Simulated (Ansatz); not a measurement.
# MoO3 (SMILES [O]=[Mo](=[O])=[O]) at MP2/def2-SVPD (core potential)

Aim: the vertical singlet–triplet gap of MoO3 at MP2/def2-SVPD (core potential), from 2 runs. 

The calculation is run with Ansatz 0.2.0.

3 further runs of the same task are left out: 2 that didn't finish, 1 set aside as unsound or not needed.

## (1) Starting point

The species is MoO3 (4 atoms), meant as a singlet with charge 0. As SMILES, `[O]=[Mo](=[O])=[O]`. The coordinates come from a PBE0-D4/def2-TZVP relaxation.

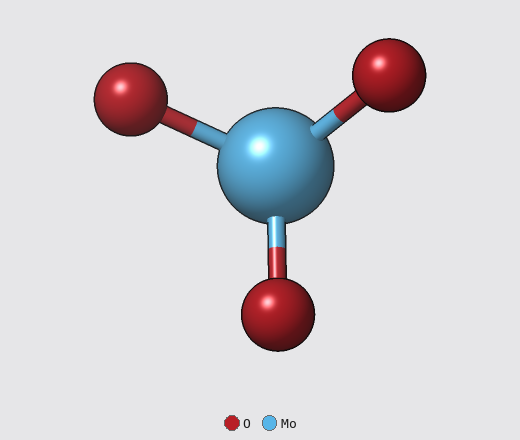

Viewed from a chosen angle; oxygen red, molybdenum blue.

## (2) A single-point energy at MP2/def2-SVPD (core potential)

input.yaml

```yaml
basis:
  gaussian:
    orbitals: def2-SVPD
crystal:
  periodic: [false, false, false]
  atoms:
    - {symbol: O, position_ang: [-0.968000, -0.149800, 1.262500]}
    - {symbol: Mo, position_ang: [-0.138100, -0.336500, -0.200300]}
    - {symbol: O, position_ang: [1.507000, -0.607600, 0.088800]}
    - {symbol: O, position_ang: [-0.345200, 1.033600, -1.171400]}
correlation:
  method: mp2
  frozen_orbitals: {Mo: 0, O: 1}
accuracy: high
```

Command:

```sh
$ ansatz run input.yaml --threads 1 --pin off --max-ram 3480MiB --events-out events.jsonl --progress --plain --runs-dir runs
```

Output:

```text
Warning: RAYON_NUM_THREADS=1 ignored (pool sized by the plan → 1); use --threads N
Functional definition: HF
  name "HF"
  exchange = exact_x
  correlation = 0
2048 factors; integrals over basis functions are off by at most 2.4e-9 eV
mean field evaluation 1: about -7924.8157 eV, gradient 9.3e1 eV
mean field evaluation 2: about -7925.1538 eV, gradient 9.4e1 eV
mean field evaluation 4: about -7942.2272 eV, gradient 6.5e0 eV
mean field evaluation 8: about -7942.4266 eV, gradient 1.1e0 eV
mean field evaluation 16: about -7942.4386 eV, gradient 1.1e-8 eV
mean field evaluation 32: about -7933.9558 eV, gradient 3.8e0 eV
mean field -7942.43860141 eV, -291.8792350237 hartree, gradient 3.3e-8 eV, S^2 0.000000; 0 other end points of the search recorded, 0 dependent functions left out; unrestricted orbitals would lower it
3 core orbitals not correlated: weight in the atoms' cores, before any rotation towards them, 1.000 or more for the frozen orbitals, at most 0.000 for the correlated occupied ones
reference -7942.43860141 eV, -291.8792350237 hartree; 16, 16 occupied and 84, 84 virtual orbitals, 2048 factors
second order -29.74140055 eV of doubles, -0.00000000 eV of singles
Total energy: -7972.18000196 eV, -292.9722113344 hartree
```

Run time: 6 s. Hardware: 1 thread of Arm Neoverse V1, shared host; peak memory 0.33 GiB.

## (3) The triplet

molecule.yaml

```yaml
basis:
  gaussian: {orbitals: def2-SVPD}
crystal:
  periodic: [false, false, false]
  atoms:
    - {symbol: O, position_ang: [-0.968000, -0.149800, 1.262500]}
    - {symbol: Mo, position_ang: [-0.138100, -0.336500, -0.200300]}
    - {symbol: O, position_ang: [1.507000, -0.607600, 0.088800]}
    - {symbol: O, position_ang: [-0.345200, 1.033600, -1.171400]}
correlation: {method: mp2, frozen_orbitals: {Mo: 0, O: 1}}
magnetization: {spin_polarized: true, initial_magnetization: 2}
accuracy: high
```

Command:

```sh
$ ansatz run molecule.yaml --threads 1 --pin off --max-ram 3480MiB --events-out events.jsonl --progress --plain --runs-dir runs
```

Output, shortened:

```text
Warning: RAYON_NUM_THREADS=1 ignored (pool sized by the plan → 1); use --threads N
[... 2 set-up lines as earlier in the session ...]
[...]
2048 factors; integrals over basis functions are off by at most 2.4e-9 eV
[...]
mean field -7941.99217738 eV, -291.8628292430 hartree, gradient 2.9e-8 eV, S^2 2.273668; 19 other end points of the search recorded, 0 dependent functions left out
3 core orbitals not correlated: weight in the atoms' cores, before any rotation towards them, 1.000 or more for the frozen orbitals, at most 0.000 for the correlated occupied ones
reference -7941.99217738 eV, -291.8628292430 hartree; 17, 15 occupied and 83, 85 virtual orbitals, 2048 factors
second order -25.69048785 eV of doubles, -0.00000000 eV of singles
Total energy: -7967.68266522 eV, -292.8069372577 hartree
```

It took 44 s on 1 thread of Arm Neoverse V1, shared host; peak memory 0.46 GiB.

## (4) Results

Level: MP2/def2-SVPD (core potential), 3 core orbitals frozen.

| quantity | value |
| --- | --- |
| singlet: total energy | -292.97221 Eh |
| singlet: correlation energy (3 core orbitals frozen) | -1093.0 mEh |
| triplet: total energy | -292.80694 Eh |
| triplet: correlation energy (3 core orbitals frozen) | -944.1 mEh |
| triplet: ⟨S²⟩ of the reference determinant | 2.274 |
| vertical energy of the triplet above the singlet | 4.497 eV |

In words: At this shape the triplet lies 4.50 eV (104 kcal/mol) above the singlet. The restricted solution (singlet) is unstable to spin breaking: an unrestricted one lies lower. ⟨S²⟩ (triplet) is 2.27 where a pure triplet has 2.00: the reference is spin-contaminated.
